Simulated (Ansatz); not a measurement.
AlNH₂Cl₂: molecular dynamics (part 3 of 3)

Continued. System: AlNH₂Cl₂. Method: RKS r2SCAN-D4/def2-SVP (Ansatz 0.2.0). It belongs to a series of runs on one base structure; here: dynamics from the start.

Geometry of the input (Å):
```
Al 0.0000  0.0000  0.0439
N  0.0000  0.0000  1.7981
H  -0.8319  -0.0459  2.3781
H  0.8319  0.0459  2.3781
Cl 1.8106  0.0993  -1.0041
Cl -1.8106  -0.0993  -1.0041
```

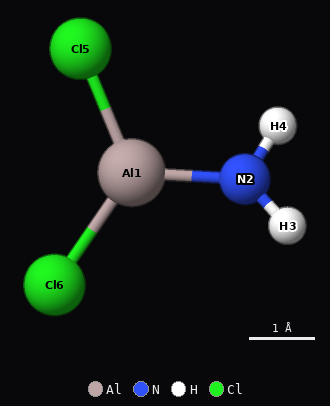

Figure 1. The geometry at step 75 of the log (ball-and-stick view, seen on its broad side; atoms are numbered from 1 in the order of the input).

Trajectory as extended XYZ, continued:
```
6
Properties=species:S:1:pos:R:3:forces:R:3 step=51 time_fs=51.0 energy=-33155.64902 temperature=260.4
Al   -0.0435    0.1151   -0.0036    0.7690  -0.0865   1.3526
N     0.0929    0.2320    1.7636   -2.0772  -0.0552   0.4184
H    -0.7332    0.2178    2.4111    0.9927   0.0720  -0.8646
H     0.9178    0.1074    2.3263    0.5088   0.0262  -0.0078
Cl    1.8289    0.0045   -0.8700    0.5154   0.0145  -0.5473
Cl   -1.7721   -0.0924   -1.0806   -0.7087   0.0289  -0.3512
6
Properties=species:S:1:pos:R:3:forces:R:3 step=52 time_fs=52.0 energy=-33155.64324 temperature=242.8
Al   -0.0483    0.1143   -0.0037    1.0387  -0.0758   1.3071
N     0.0939    0.2392    1.7592   -1.8173  -0.0731   0.5184
H    -0.7415    0.2336    2.3876    0.8848   0.0614  -0.7029
H     0.9088    0.0924    2.3407    0.3012   0.0597  -0.1739
Cl    1.8308    0.0040   -0.8680    0.4323   0.0115  -0.5220
Cl   -1.7689   -0.0921   -1.0797   -0.8396   0.0164  -0.4267
6
Properties=species:S:1:pos:R:3:forces:R:3 step=54 time_fs=54.0 energy=-33155.63183 temperature=218.2
Al   -0.0563    0.1125   -0.0022    1.5164  -0.0600   1.1583
N     0.0930    0.2532    1.7521   -0.2636  -0.1669   0.0394
H    -0.7367    0.2679    2.3258   -0.3045   0.0605   0.3344
H     0.8973    0.0638    2.3573   -0.1594   0.1679  -0.5087
Cl    1.8355    0.0034   -0.8646    0.2701   0.0037  -0.4672
Cl   -1.7633   -0.0917   -1.0781   -1.0589  -0.0053  -0.5562
6
Properties=species:S:1:pos:R:3:forces:R:3 step=55 time_fs=55.0 energy=-33155.60705 temperature=196.3
Al   -0.0593    0.1113   -0.0006    1.7054  -0.0550   1.0447
N     0.0922    0.2602    1.7489    0.3757  -0.2012  -0.3277
H    -0.7366    0.2850    2.2956   -0.9181   0.0788   0.8417
H     0.8898    0.0518    2.3579   -0.2211   0.1922  -0.5136
Cl    1.8380    0.0034   -0.8629    0.1973  -0.0012  -0.4408
Cl   -1.7609   -0.0915   -1.0775   -1.1393  -0.0136  -0.6042
6
Properties=species:S:1:pos:R:3:forces:R:3 step=57 time_fs=57.0 energy=-33155.59194 temperature=180.3
Al   -0.0638    0.1090    0.0038    1.9635  -0.0560   0.7575
N     0.0914    0.2741    1.7420   -0.1662  -0.1117  -0.3055
H    -0.7616    0.3256    2.2590   -0.6087   0.0650   0.8112
H     0.8708    0.0344    2.3489   -0.0178   0.1390  -0.2080
Cl    1.8432    0.0039   -0.8595    0.0676  -0.0128  -0.3895
Cl   -1.7572   -0.0911   -1.0770   -1.2384  -0.0235  -0.6656
6
Properties=species:S:1:pos:R:3:forces:R:3 step=58 time_fs=58.0 energy=-33155.59099 temperature=175.4
Al   -0.0649    0.1079    0.0061    2.0185  -0.0616   0.5873
N     0.0909    0.2810    1.7380   -1.1404   0.0357   0.0156
H    -0.7836    0.3476    2.2531    0.1651   0.0014   0.4047
H     0.8599    0.0291    2.3415    0.1938   0.0689   0.0383
Cl    1.8458    0.0040   -0.8579    0.0179  -0.0191  -0.3675
Cl   -1.7560   -0.0910   -1.0770   -1.2549  -0.0252  -0.6784
6
Properties=species:S:1:pos:R:3:forces:R:3 step=59 time_fs=59.0 energy=-33155.57663 temperature=155.5
Al   -0.0653    0.1067    0.0086    2.0341  -0.0712   0.3938
N     0.0895    0.2877    1.7337   -1.9460   0.1773   0.4006
H    -0.8041    0.3695    2.2517    0.8713  -0.0783   0.0271
H     0.8510    0.0246    2.3350    0.3187   0.0229   0.2050
Cl    1.8485    0.0040   -0.8563   -0.0259  -0.0254  -0.3452
Cl   -1.7551   -0.0908   -1.0771   -1.2522  -0.0253  -0.6813
6
Properties=species:S:1:pos:R:3:forces:R:3 step=61 time_fs=61.0 energy=-33155.56418 temperature=147.8
Al   -0.0646    0.1045    0.0135    1.9827  -0.0998  -0.0308
N     0.0823    0.3003    1.7255   -2.1150   0.2486   1.0370
H    -0.8185    0.4132    2.2485    1.2549  -0.1710  -0.1927
H     0.8396    0.0143    2.3276    0.1706   0.0819   0.1482
Cl    1.8540    0.0039   -0.8533   -0.0983  -0.0385  -0.3018
Cl   -1.7546   -0.0909   -1.0777   -1.1948  -0.0212  -0.6598
6
Properties=species:S:1:pos:R:3:forces:R:3 step=62 time_fs=62.0 energy=-33155.58143 temperature=163.8
Al   -0.0630    0.1033    0.0158    1.9129  -0.1148  -0.2434
N     0.0764    0.3064    1.7221   -1.5073   0.1549   1.1524
H    -0.8089    0.4333    2.2445    0.8573  -0.1379   0.0096
H     0.8358    0.0103    2.3256   -0.0047   0.1613  -0.0023
Cl    1.8567    0.0040   -0.8518   -0.1211  -0.0462  -0.2836
Cl   -1.7548   -0.0909   -1.0784   -1.1372  -0.0173  -0.6328
6
Properties=species:S:1:pos:R:3:forces:R:3 step=64 time_fs=64.0 energy=-33155.59915 temperature=196.5
Al   -0.0577    0.1012    0.0199    1.6823  -0.1345  -0.5894
N     0.0623    0.3200    1.7177    0.1662  -0.1270   0.6950
H    -0.7709    0.4683    2.2428   -0.7144   0.1209   0.8269
H     0.8207    0.0088    2.3199   -0.0228   0.2099  -0.1266
Cl    1.8616    0.0041   -0.8493   -0.1359  -0.0620  -0.2537
Cl   -1.7558   -0.0905   -1.0807   -0.9753  -0.0073  -0.5522
6
Properties=species:S:1:pos:R:3:forces:R:3 step=65 time_fs=65.0 energy=-33155.59969 temperature=189.6
Al   -0.0539    0.1002    0.0214    1.5232  -0.1372  -0.7106
N     0.0550    0.3269    1.7164    0.5773  -0.2025   0.5286
H    -0.7574    0.4859    2.2521   -1.1761   0.2252   1.0367
H     0.8110    0.0100    2.3158    0.0845   0.1861  -0.1062
Cl    1.8639    0.0042   -0.8483   -0.1277  -0.0698  -0.2427
Cl   -1.7564   -0.0902   -1.0819   -0.8812  -0.0018  -0.5058
6
Properties=species:S:1:pos:R:3:forces:R:3 step=67 time_fs=67.0 energy=-33155.64594 temperature=251.4
Al   -0.0446    0.0985    0.0229    1.1227  -0.1238  -0.8332
N     0.0409    0.3402    1.7152   -0.4626   0.0693   1.1705
H    -0.7624    0.5254    2.2972   -0.2785   0.0404   0.2337
H     0.7955    0.0181    2.3032    0.3684   0.0892   0.0665
Cl    1.8680    0.0043   -0.8468   -0.0758  -0.0845  -0.2327
Cl   -1.7583   -0.0902   -1.0848   -0.6743   0.0094  -0.4048
6
Properties=species:S:1:pos:R:3:forces:R:3 step=68 time_fs=68.0 energy=-33155.65568 temperature=268.8
Al   -0.0390    0.0972    0.0233    0.8855  -0.1078  -0.8427
N     0.0335    0.3467    1.7158   -1.1063   0.2444   1.6950
H    -0.7719    0.5456    2.3257    0.4149  -0.1424  -0.3702
H     0.7931    0.0246    2.2968    0.3938   0.0825   0.0976
Cl    1.8698    0.0042   -0.8461   -0.0321  -0.0920  -0.2342
Cl   -1.7598   -0.0903   -1.0865   -0.5558   0.0153  -0.3455
6
Properties=species:S:1:pos:R:3:forces:R:3 step=70 time_fs=70.0 energy=-33155.67004 temperature=291.0
Al   -0.0274    0.0940    0.0230    0.4034  -0.0453  -0.6931
N     0.0153    0.3604    1.7208   -1.1029   0.2312   1.9804
H    -0.7721    0.5754    2.3688    0.7445  -0.2701  -0.8048
H     0.7970    0.0413    2.2843    0.1967   0.1676  -0.0088
Cl    1.8728    0.0041   -0.8450    0.0782  -0.1067  -0.2454
Cl   -1.7633   -0.0900   -1.0903   -0.3199   0.0233  -0.2284
6
Properties=species:S:1:pos:R:3:forces:R:3 step=71 time_fs=71.0 energy=-33155.69079 temperature=327.9
Al   -0.0214    0.0922    0.0222    0.1683   0.0032  -0.5200
N     0.0046    0.3677    1.7254   -0.4815   0.0301   1.6193
H    -0.7605    0.5849    2.3802    0.3628  -0.1809  -0.5615
H     0.8025    0.0527    2.2778    0.0198   0.2362  -0.1095
Cl    1.8744    0.0039   -0.8443    0.1391  -0.1134  -0.2533
Cl   -1.7653   -0.0900   -1.0921   -0.2085   0.0247  -0.1750
6
Properties=species:S:1:pos:R:3:forces:R:3 step=72 time_fs=72.0 energy=-33155.70197 temperature=328.9
Al   -0.0156    0.0902    0.0211   -0.0629   0.0605  -0.3081
N    -0.0065    0.3751    1.7311    0.3270  -0.2310   0.9382
H    -0.7452    0.5937    2.3868   -0.2553  -0.0142  -0.0806
H     0.8075    0.0669    2.2705   -0.1065   0.2794  -0.1641
Cl    1.8760    0.0037   -0.8436    0.1990  -0.1197  -0.2610
Cl   -1.7673   -0.0900   -1.0938   -0.1013   0.0250  -0.1244
6
Properties=species:S:1:pos:R:3:forces:R:3 step=74 time_fs=74.0 energy=-33155.68484 temperature=314.9
Al   -0.0044    0.0856    0.0187   -0.5269   0.1859   0.1481
N    -0.0277    0.3885    1.7438    1.3240  -0.5806  -0.4825
H    -0.7272    0.6144    2.4025   -1.1461   0.2508   0.6856
H     0.8113    0.1026    2.2529   -0.0696   0.2512  -0.0448
Cl    1.8796    0.0032   -0.8424    0.3163  -0.1306  -0.2768
Cl   -1.7719   -0.0902   -1.0970    0.1023   0.0234  -0.0296
6
Properties=species:S:1:pos:R:3:forces:R:3 step=75 time_fs=75.0 energy=-33155.68572 temperature=326.6
Al    0.0010    0.0834    0.0174   -0.7595   0.2453   0.3545
N    -0.0374    0.3944    1.7497    1.0367  -0.5033  -0.6173
H    -0.7325    0.6279    2.4200   -0.8891   0.1636   0.4448
H     0.8121    0.1251    2.2429    0.0418   0.2076   0.0918
Cl    1.8814    0.0030   -0.8418    0.3755  -0.1347  -0.2858
Cl   -1.7741   -0.0901   -1.0985    0.1946   0.0216   0.0121
6
Properties=species:S:1:pos:R:3:forces:R:3 step=77 time_fs=77.0 energy=-33155.66426 temperature=331.6
Al    0.0110    0.0789    0.0155   -1.1938   0.3509   0.6982
N    -0.0556    0.4064    1.7603   -0.2156  -0.0993  -0.1386
H    -0.7638    0.6604    2.4631    0.3319  -0.2753  -0.7147
H     0.8147    0.1791    2.2246    0.2326   0.1485   0.3662
Cl    1.8852    0.0027   -0.8405    0.4831  -0.1405  -0.3011
Cl   -1.7778   -0.0901   -1.1020    0.3619   0.0158   0.0899
6
Properties=species:S:1:pos:R:3:forces:R:3 step=78 time_fs=78.0 energy=-33155.63591 temperature=303.5
Al    0.0158    0.0767    0.0148   -1.3885   0.3990   0.8538
N    -0.0646    0.4124    1.7656   -0.4228  -0.0215   0.0043
H    -0.7791    0.6747    2.4782    0.7174  -0.4227  -1.0672
H     0.8195    0.2084    2.2188    0.1249   0.1755   0.3891
Cl    1.8873    0.0025   -0.8399    0.5297  -0.1422  -0.3070
Cl   -1.7793   -0.0899   -1.1038    0.4393   0.0120   0.1270
6
Properties=species:S:1:pos:R:3:forces:R:3 step=80 time_fs=80.0 energy=-33155.61790 temperature=252.8
Al    0.0240    0.0724    0.0148   -1.6729   0.4793   1.1196
N    -0.0818    0.4239    1.7762    0.4301  -0.2578  -0.4700
H    -0.7890    0.6919    2.4783    0.4565  -0.3328  -0.7669
H     0.8311    0.2714    2.2186   -0.3681   0.2500   0.2264
Cl    1.8925    0.0017   -0.8385    0.5800  -0.1425  -0.3052
Cl   -1.7818   -0.0900   -1.1071    0.5744   0.0038   0.1961
6
Properties=species:S:1:pos:R:3:forces:R:3 step=81 time_fs=81.0 energy=-33155.61484 temperature=252.0
Al    0.0273    0.0704    0.0156   -1.7638   0.5111   1.2177
N    -0.0896    0.4295    1.7812    1.2040  -0.5094  -1.1409
H    -0.7854    0.6952    2.4662   -0.1557  -0.1033  -0.1713
H     0.8318    0.3056    2.2224   -0.4993   0.2432   0.1615
Cl    1.8952    0.0010   -0.8377    0.5820  -0.1413  -0.2963
Cl   -1.7827   -0.0902   -1.1085    0.6329  -0.0002   0.2293
6
Properties=species:S:1:pos:R:3:forces:R:3 step=83 time_fs=83.0 energy=-33155.58883 temperature=234.2
Al    0.0317    0.0673    0.0185   -1.8434   0.5489   1.3123
N    -0.1027    0.4397    1.7889    2.0607  -0.8400  -2.2886
H    -0.7887    0.7026    2.4436   -1.1883   0.2774   0.7478
H     0.8173    0.3823    2.2339   -0.2919   0.1572   0.2020
Cl    1.9009   -0.0006   -0.8366    0.5367  -0.1359  -0.2616
Cl   -1.7842   -0.0914   -1.1106    0.7263  -0.0076   0.2881
6
Properties=species:S:1:pos:R:3:forces:R:3 step=84 time_fs=84.0 energy=-33155.60294 temperature=254.2
Al    0.0328    0.0660    0.0208   -1.8243   0.5525   1.2895
N    -0.1076    0.4437    1.7909    1.6042  -0.7002  -2.0960
H    -0.8064    0.7104    2.4415   -0.9428   0.1739   0.4644
H     0.8048    0.4236    2.2430   -0.0829   0.1169   0.2613
Cl    1.9041   -0.0012   -0.8364    0.4848  -0.1320  -0.2342
Cl   -1.7846   -0.0924   -1.1117    0.7610  -0.0111   0.3149
6
Properties=species:S:1:pos:R:3:forces:R:3 step=86 time_fs=86.0 energy=-33155.63048 temperature=273.3
Al    0.0331    0.0633    0.0268   -1.6844   0.5370   1.1177
N    -0.1145    0.4500    1.7908    0.2205  -0.1281  -0.7811
H    -0.8609    0.7310    2.4424    0.3215  -0.3195  -0.7221
H     0.7809    0.5092    2.2702   -0.0095   0.0544   0.1887
Cl    1.9107   -0.0027   -0.8362    0.3417  -0.1247  -0.1675
Cl   -1.7849   -0.0941   -1.1136    0.8102  -0.0191   0.3642
6
Properties=species:S:1:pos:R:3:forces:R:3 step=87 time_fs=87.0 energy=-33155.63395 temperature=273.4
Al    0.0324    0.0622    0.0302   -1.5693   0.5244   1.0042
N    -0.1173    0.4527    1.7898    0.0001   0.0631  -0.3136
H    -0.8855    0.7376    2.4323    0.6528  -0.4448  -0.9844
H     0.7700    0.5520    2.2870   -0.1627   0.0024   0.0395
Cl    1.9143   -0.0036   -0.8360    0.2557  -0.1214  -0.1299
Cl   -1.7846   -0.0948   -1.1143    0.8234  -0.0237   0.3842
6
Properties=species:S:1:pos:R:3:forces:R:3 step=88 time_fs=88.0 energy=-33155.64781 temperature=288.0
Al    0.0312    0.0613    0.0336   -1.4246   0.5090   0.8812
N    -0.1200    0.4553    1.7887    0.1103   0.1525  -0.1123
H    -0.9037    0.7403    2.4118    0.6509  -0.4457  -0.9488
H     0.7573    0.5945    2.3040   -0.3241  -0.0694  -0.1304
Cl    1.9179   -0.0046   -0.8359    0.1603  -0.1179  -0.0890
Cl   -1.7840   -0.0956   -1.1148    0.8272  -0.0284   0.3994
6
Properties=species:S:1:pos:R:3:forces:R:3 step=90 time_fs=90.0 energy=-33155.69068 temperature=320.4
Al    0.0271    0.0602    0.0410   -1.0721   0.4707   0.6135
N    -0.1249    0.4603    1.7868    0.7444   0.0113  -0.5141
H    -0.9265    0.7351    2.3471   -0.1599  -0.1643  -0.2699
H     0.7191    0.6743    2.3315   -0.2750  -0.1692  -0.2483
Cl    1.9249   -0.0068   -0.8361   -0.0489  -0.1105   0.0000
Cl   -1.7820   -0.0970   -1.1150    0.8114  -0.0379   0.4188
6
Properties=species:S:1:pos:R:3:forces:R:3 step=91 time_fs=91.0 energy=-33155.69864 temperature=318.6
Al    0.0246    0.0596    0.0448   -0.8790   0.4489   0.4719
N    -0.1268    0.4626    1.7860    1.0676  -0.1485  -0.8800
H    -0.9380    0.7302    2.3086   -0.7056   0.0199   0.1344
H     0.6959    0.7103    2.3414   -0.1241  -0.1704  -0.1948
Cl    1.9283   -0.0082   -0.8364   -0.1534  -0.1073   0.0438
Cl   -1.7806   -0.0978   -1.1149    0.7946  -0.0426   0.4246
6
Properties=species:S:1:pos:R:3:forces:R:3 step=93 time_fs=93.0 energy=-33155.71124 temperature=340.9
Al    0.0192    0.0584    0.0529   -0.4749   0.3950   0.1417
N    -0.1285    0.4674    1.7832    0.6918  -0.2043  -0.9701
H    -0.9820    0.7218    2.2368   -0.7540   0.0684   0.2786
H     0.6492    0.7767    2.3566    0.1451  -0.1052  -0.0086
Cl    1.9347   -0.0105   -0.8372   -0.3561  -0.1020   0.1274
Cl   -1.7770   -0.0998   -1.1144    0.7480  -0.0519   0.4310
6
Properties=species:S:1:pos:R:3:forces:R:3 step=94 time_fs=94.0 energy=-33155.71758 temperature=354.0
Al    0.0163    0.0579    0.0573   -0.2723   0.3620  -0.0547
N    -0.1287    0.4701    1.7807   -0.0457  -0.0503  -0.6438
H    -1.0156    0.7188    2.2040   -0.1316  -0.0752   0.0528
H     0.6266    0.8082    2.3643    0.1790  -0.0797   0.0464
Cl    1.9377   -0.0115   -0.8375   -0.4517  -0.1002   0.1660
Cl   -1.7752   -0.1007   -1.1140    0.7224  -0.0567   0.4334
6
Properties=species:S:1:pos:R:3:forces:R:3 step=96 time_fs=96.0 energy=-33155.68732 temperature=331.2
Al    0.0104    0.0571    0.0658    0.1304   0.2891  -0.4725
N    -0.1294    0.4759    1.7739   -1.1995   0.3062   0.0625
H    -1.0800    0.7114    2.1354    1.0579  -0.2833  -0.2070
H     0.5859    0.8691    2.3800   -0.0205  -0.1468  -0.0496
Cl    1.9433   -0.0136   -0.8384   -0.6282  -0.0980   0.2376
Cl   -1.7708   -0.1029   -1.1129    0.6598  -0.0673   0.4290
6
Properties=species:S:1:pos:R:3:forces:R:3 step=97 time_fs=97.0 energy=-33155.66948 temperature=300.8
Al    0.0071    0.0566    0.0698    0.3392   0.2500  -0.6782
N    -0.1305    0.4790    1.7702   -1.2979   0.3794   0.2247
H    -1.0988    0.7043    2.0977    1.1724  -0.2571  -0.1127
H     0.5654    0.8965    2.3868   -0.1206  -0.2022  -0.1254
Cl    1.9458   -0.0148   -0.8390   -0.7120  -0.0969   0.2722
Cl   -1.7683   -0.1040   -1.1120    0.6189  -0.0732   0.4194
6
Properties=species:S:1:pos:R:3:forces:R:3 step=99 time_fs=99.0 energy=-33155.64644 temperature=265.2
Al    0.0011    0.0557    0.0768    0.7407   0.1759  -1.0352
N    -0.1347    0.4856    1.7634   -0.4914   0.2471   0.1268
H    -1.1050    0.6805    2.0203    0.2546   0.0257   0.3895
H     0.5210    0.9431    2.3981   -0.1819  -0.2691  -0.2035
Cl    1.9500   -0.0172   -0.8400   -0.8521  -0.0949   0.3296
Cl   -1.7627   -0.1063   -1.1099    0.5302  -0.0847   0.3927
6
Properties=species:S:1:pos:R:3:forces:R:3 step=100 time_fs=100.0 energy=-33155.62247 temperature=220.5
Al   -0.0012    0.0553    0.0797    0.9143   0.1478  -1.1677
N    -0.1374    0.4891    1.7608    0.0356   0.0886  -0.0491
H    -1.1021    0.6681    1.9873   -0.4435   0.1789   0.6296
H     0.4954    0.9632    2.4016   -0.0868  -0.2307  -0.1416
Cl    1.9516   -0.0187   -0.8403   -0.9055  -0.0938   0.3519
Cl   -1.7596   -0.1074   -1.1089    0.4858  -0.0908   0.3768
```
